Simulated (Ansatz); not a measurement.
# RPA@PBE/STO-3G run of CH4Si (SMILES [CH][SiH3])

What is the energy change on altering one bond length of CH4Si at RPA@PBE/STO-3G? 

The calculation is run with Ansatz 0.2.0.

40 further runs of the same task are left out: 40 set aside as unsound or not needed.

## Step 1: The molecule

CH4Si: 6 atoms, total charge 0, spin state triplet. As SMILES, `[CH][SiH3]`. The shape is that of a GFN2-xTB optimisation.

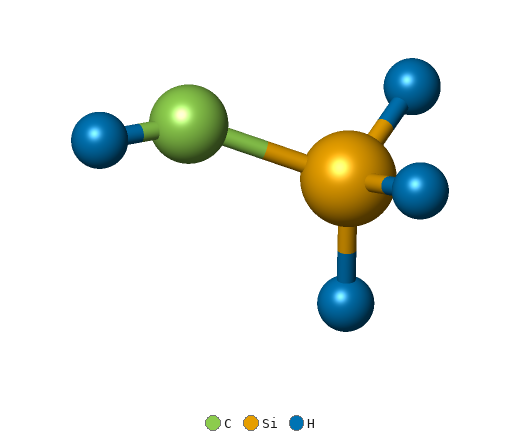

Viewed from a chosen angle; carbon green, silicon amber, hydrogen blue.

## Step 2: The energy at RPA@PBE/STO-3G

Contents of job.yaml:

```yaml
crystal:
  periodic: [false, false, false]
  atoms:
    - {symbol: C, position_ang: [0.667310, -0.852170, 0.734600]}
    - {symbol: Si, position_ang: [-0.258900, 0.404300, -0.178590]}
    - {symbol: H, position_ang: [1.137890, -1.813490, 0.730980]}
    - {symbol: H, position_ang: [-1.544120, -0.143200, -0.644620]}
    - {symbol: H, position_ang: [0.511450, 0.860970, -1.347520]}
    - {symbol: H, position_ang: [-0.513620, 1.543590, 0.705170]}
basis:
  gaussian:
    orbitals: STO-3G
magnetization:
  spin_polarized: true
  initial_magnetization: 2
hamiltonian:
  xc: pbe
correlation:
  method: rpa
  frozen_orbitals: {C: 1, H: 0, Si: 5}
accuracy: high
```

Command:

```sh
ansatz run job.yaml --threads 1 --pin off --max-ram 2610MiB --events-out events.jsonl --progress --plain --runs-dir runs
```

Output:

```text
Warning: RAYON_NUM_THREADS=1 ignored (pool sized by the plan → 1); use --threads N
Functional definition: PBE
  name "PBE"
  parameter kappa = 0.804
  parameter beta = 0.06672455060314922
  exchange = pbe_x(kappa = kappa, mu = beta*pi^2/3)
  correlation = pbe_c(beta = beta)
311 factors; integrals over basis functions are off by at most 7.9e-9 eV
mean field evaluation 1: about -8863.7777 eV, gradient 1.3e1 eV
mean field evaluation 2: about -8863.7167 eV, gradient 1.3e1 eV
mean field evaluation 4: about -8864.9246 eV, gradient 5.9e-1 eV
mean field evaluation 8: about -8864.9278 eV, gradient 7.9e-3 eV
mean field evaluation 16: about -8864.9278 eV, gradient 3.4e-7 eV
mean field -8864.92776606 eV, -325.7800865390 hartree, gradient 4.0e-8 eV, S^2 2.008222; 0 other end points of the search recorded, 0 dependent functions left out
6 core orbitals not correlated: weight in the atoms' cores, before any rotation towards them, 0.999 or more for the frozen orbitals, at most 0.000 for the correlated occupied ones
reference -8849.47434896 eV, -325.2121839352 hartree; 7, 5 occupied and 5, 7 virtual orbitals, 311 factors
Total energy: -8853.60483104 eV, -325.3639763517 hartree
```

It took 2 s on 1 thread of Arm Neoverse V1, shared host; peak memory 0.13 GiB.

## Step 3: The distorted shape

Contents of run.yaml:

```yaml
crystal:
  periodic: [false, false, false]
  atoms:
    - {symbol: C, position_ang: [0.549668, -0.611845, 0.735505]}
    - {symbol: Si, position_ang: [-0.376542, 0.644625, -0.177685]}
    - {symbol: H, position_ang: [1.137890, -1.813490, 0.730980]}
    - {symbol: H, position_ang: [-1.661762, 0.097125, -0.643715]}
    - {symbol: H, position_ang: [0.393808, 1.101295, -1.346615]}
    - {symbol: H, position_ang: [-0.631262, 1.783915, 0.706075]}
basis:
  gaussian: {orbitals: STO-3G}
magnetization: {spin_polarized: true, initial_magnetization: 2}
hamiltonian: {xc: {name: PBE}}
correlation: {method: rpa, frozen_orbitals: {C: 1, H: 0, Si: 5}}
accuracy: high
```

Command:

```sh
ansatz run run.yaml --threads 1 --pin off --max-ram 2610MiB --events-out events.jsonl --progress --plain --runs-dir runs
```

Output, cut to the lines that bear on the results:

```text
Warning: RAYON_NUM_THREADS=1 ignored (pool sized by the plan → 1); use --threads N
[... 6 set-up lines as earlier in the session ...]
312 factors; integrals over basis functions are off by at most 1.7e-8 eV
mean field evaluation 1: about -8863.0635 eV, gradient 1.3e1 eV
mean field evaluation 2: about -8862.9870 eV, gradient 1.3e1 eV
mean field evaluation 4: about -8864.1967 eV, gradient 9.0e-1 eV
mean field evaluation 8: about -8864.2041 eV, gradient 1.8e-2 eV
mean field evaluation 16: about -8864.2042 eV, gradient 7.9e-7 eV
mean field -8864.20415069 eV, -325.7534941645 hartree, gradient 3.4e-8 eV, S^2 2.010668; 0 other end points of the search recorded, 0 dependent functions left out
6 core orbitals not correlated: weight in the atoms' cores, before any rotation towards them, 0.999 or more for the frozen orbitals, at most 0.000 for the correlated occupied ones
reference -8848.41223933 eV, -325.1731521260 hartree; 7, 5 occupied and 5, 7 virtual orbitals, 312 factors
Total energy: -8852.95337424 eV, -325.3400357560 hartree
```

It took 2.2 s on 1 thread of Arm Neoverse V1, shared host; peak memory 0.13 GiB.

## Step 4: Outcome

At RPA@PBE/STO-3G, 6 core orbitals frozen:

| quantity | value |
| --- | --- |
| first shape: total energy | -325.36398 Eh |
| first shape: RPA correlation energy (valence) | -151.8 mEh |
| first shape: ⟨S²⟩ of the reference determinant | 2.008 |
| distorted shape: total energy | -325.34004 Eh |
| distorted shape: RPA correlation energy (valence) | -166.9 mEh |
| distorted shape: ⟨S²⟩ of the reference determinant | 2.011 |
| energy change with the C1–H3 bond stretched from 1.070 to 1.338 Å | 0.651 eV |

**Reading.** With the C1–H3 bond stretched from 1.070 to 1.338 Å the energy rises by 0.65 eV (62.9 kJ/mol). The first shape isn't relaxed at this level, so the change isn't measured from a minimum. The minimal basis adds a large error of its own.
